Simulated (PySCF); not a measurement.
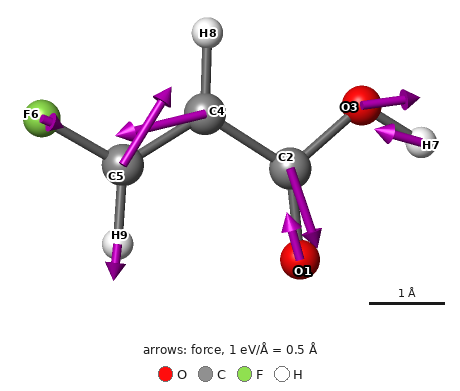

Starting geometry of C3H3FO2 with the computed forces as purple arrows. The picture is a ball-and-stick view, seen at a tilt.

The start comes from GFN2-xTB. Its atoms were then displaced at random by about 0.01 Å.

These are results of PBE0-D3(BJ)/def2-TZVP geometry optimisation, gas phase in PySCF, not measurements. 

> Is this structure relaxed? If not, where do the atoms go?

It isn't relaxed: the largest force vector, on C4, is 2.65 eV/Å. The final displacements follow the starting forces only in part (cosine between the two patterns 0.42). The energy falls by 12.3 kJ/mol in 8 geometry steps. H7 moves most after the best rigid fit: 0.072 Å. Largest moves by element: H 0.072 Å, O 0.036 Å, F 0.031 Å, C 0.029 Å. Near-neighbour distances that change, for instance: C4–C5 1.362 → 1.325 Å, O3–H7 0.995 → 0.967 Å, C2–C4 1.440 → 1.467 Å, C5–H9 1.058 → 1.084 Å. Among the angles between lasting bonds that change: C2–O3–H7 111.0° → 106.4°. Cost: 3.5 min on 1 thread of Arm Neoverse N1, with other jobs on the host.
